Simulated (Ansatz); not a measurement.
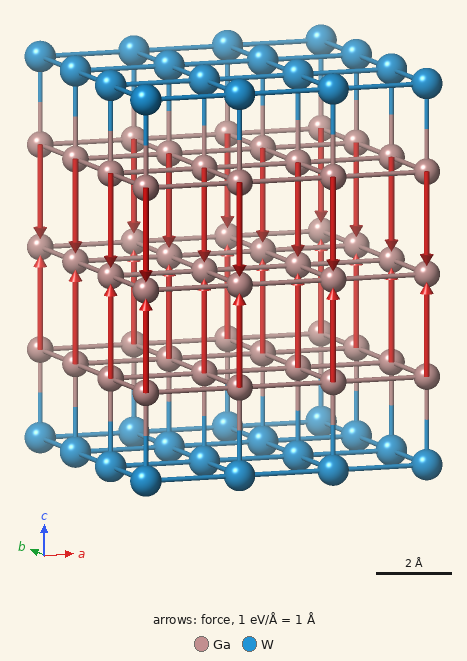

Starting geometry of a crystal of Ga3W (a generated structure, set up in P4/mmm) (coarse preliminary run) with the computed forces as red arrows. Style: ball-and-stick. Shown: the cell of the calculation, repeated 3 × 3 × 1 with one cell outlined, slightly off an axis.

Computed with Ansatz, DFT PBE, scalar-relativistic, plane waves, PAW. (plane-wave cutoff 420 eV; k-point mesh 6 × 6 × 2; occupations gaussian; smearing width 0.1 eV; no spin polarisation; cell and atoms relaxed; force threshold 0.04 eV/Å; at most 70 steps)

What follows when this structure is relaxed?

It isn't relaxed: the largest force vector, on Ga atoms, is 2.55 eV/Å. The atoms end up moving mostly along the starting forces (cosine between the two patterns 1.00). The largest moves relative to the cell, 0.12 Å, are those of Ga atoms. W stays in place. The volume changes by +4.0 %, with a = b 2.668 → 2.639 Å (−1.1 %), c 10.292 → 10.939 Å (+6.3 %). Near-neighbour distances that change, for instance: Ga–W 2.380 → 2.654 Å, Ga–Ga 2.766 → 2.815 Å, W–W 2.668 → 2.639 Å, Ga–Ga 2.668 → 2.639 Å. The space group stays P4/mmm (No. 123). After 4 accepted moves (5 points after the start) the energy has fallen by 143 meV per atom. Largest force component: 2.6 eV/Å at the start, 0.024 eV/Å at the end. The pressure goes from 8.51 to −0.19 GPa. The SCF was repeated once at an unchanged geometry on a basis and grid sized afresh for the cell, which shifted the energy by 0.2 meV per atom at most.

Limits of the set-up: the k-point mesh is coarse for a cell with partly filled bands.
